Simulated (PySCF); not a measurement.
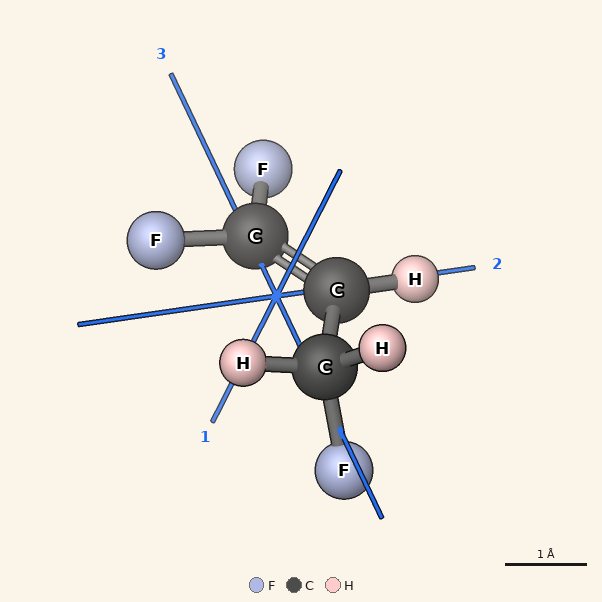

The three principal axes of inertia are drawn and numbered. Depth is shown by fading: the farther an atom, the more it takes the colour of the background. The computed structure is the end point of a PBE0-D3(BJ)/def2-SVP optimisation. No frequency run is at hand to confirm it as a minimum. Masses are those of the most abundant isotopes; constants are for the rigid equilibrium geometry.

Question: Which line is the a axis (least moment of inertia), which b and which c?

Answer: a is line 3, b is line 2, c is line 1; the moments are 60.3, 268, 304 u Å².

Question: What kind of rotor is it, and what are its rotational constants in GHz?

Answer: An asymmetric top (C1): A = 8.38, B = 1.88, C = 1.66 GHz. Ray's parameter κ is −0.93, close to the prolate limit.
